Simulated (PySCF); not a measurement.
**F4OTa (charge −1): density, localisation and related maps**

Input file:

```
mol = gto.M(atom='''
Ta    -0.00000    -0.00000     0.08136
O     -0.00000    -0.00000     1.84250
F      1.86602    -0.00000    -0.46574
F      0.00000     1.86602    -0.46574
F     -1.86602     0.00000    -0.46574
F     -0.00000    -1.86602    -0.46574''',
    basis={'Ta': 'def2-SVP', 'O': 'def2-SVP', 'F': 'def2-SVP'},
    ecp={'Ta': 'def2-SVP'},
    charge=-1, spin=0)
mf = dft.RKS(mol, xc='TPSS')
mf.grids.atom_grid = (75, 302)  # f atoms: at least (60, 302), unpruned
mf = mf.density_fit()  # Ta def2-universal-JKFIT, O def2-universal-JKFIT, F def2-universal-JKFIT
mf.conv_tol = 1e-09; mf.max_cycle = 55
mf.kernel(dm0)
```

Run with:

```sh
OMP_NUM_THREADS=2 python run.py
```

Core potentials replace the inner electrons of Ta.

Method: PySCF, RKS TPSS, Ta def2-SVP with ECP60, O def2-SVP, F def2-SVP; non-relativistic Hamiltonian with scalar-relativistic core potentials where named; density fitting.

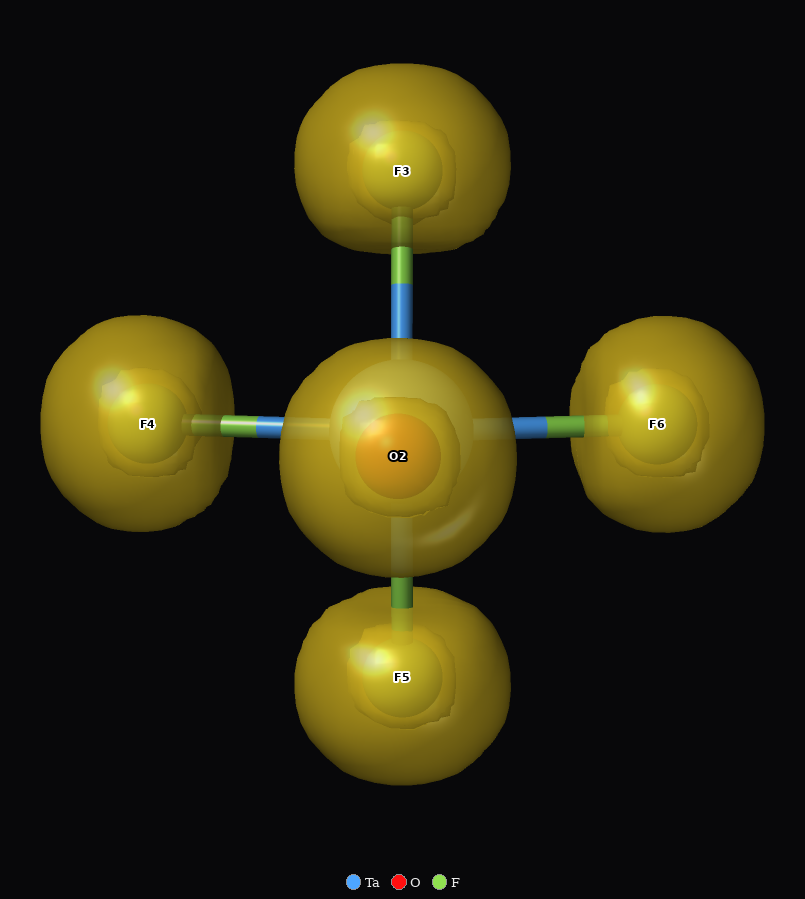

Figure 1. Isosurface of the ELF at 0.75 (yellow), seen across its widest extent. Only the valence region is drawn (cores and ρ < 0.01 e/Å³ removed).

> Where are the electrons localised?

At this value the surface marks out four regions wrapped around F (the valence shell of each) and one region wrapped around O (its valence shell).


Ta–O (1.76 Å): the ELF peaks at about 0.75 in the valence shell of O, 0.6 Å from its nucleus, and drops to about 0.30 between the two atoms. Ta–F (1.94 Å): the ELF is about 0.20 at the midpoint.

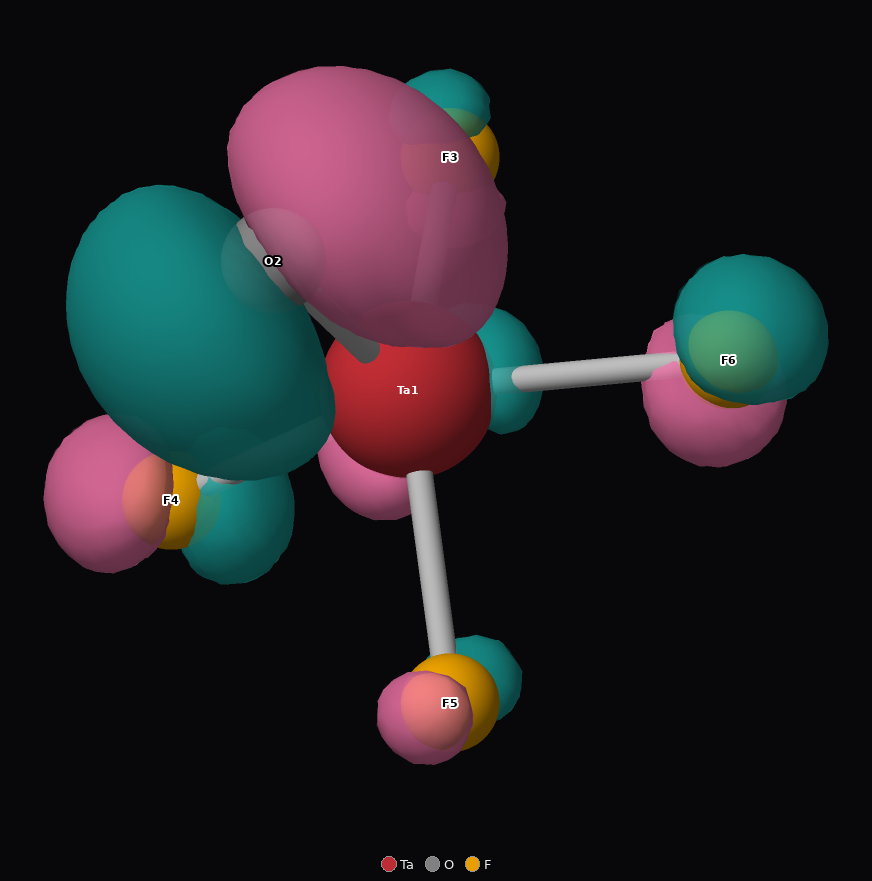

Figure 2. The HOMO at ±0.15 Å⁻³ᐟ² (teal and pink are the two phases), seen at a tilt.

> What is the character of this orbital?

It lies mainly on O2 (about 70 %) and Ta1 (about 15 %); largely a lone pair of O2. It is one of a degenerate set, so its orientation is arbitrary. Its energy is −2.55 eV.

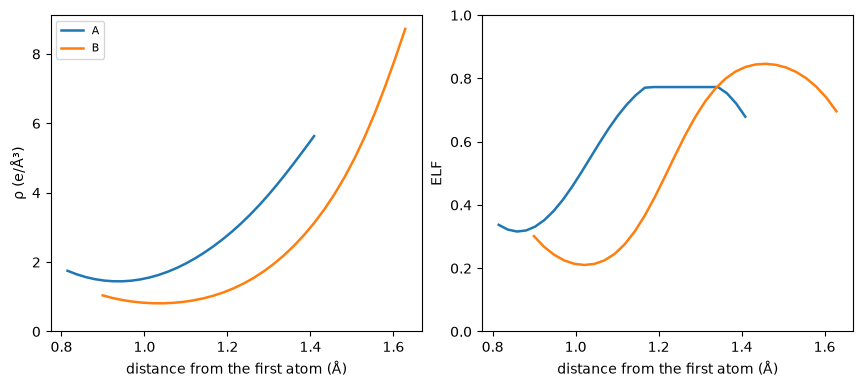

Figure 3. Electron density and electron localisation function along straight lines between neighbouring atoms. The curves leave out the atomic cores.

> Which curve belongs to which contact (Ta–F and Ta–O)? The first atom named is at distance zero.

Curve A: Ta–O (1.76 Å): the density is about 1.5 e/Å³ at the midpoint; the ELF peaks at about 0.75 in the valence shell of O, 0.6 Å from its nucleus, and drops to about 0.30 between the two atoms. Curve B: Ta–F (1.94 Å): ρ is about 0.86 e/Å³ halfway; the ELF is about 0.20 at the midpoint.
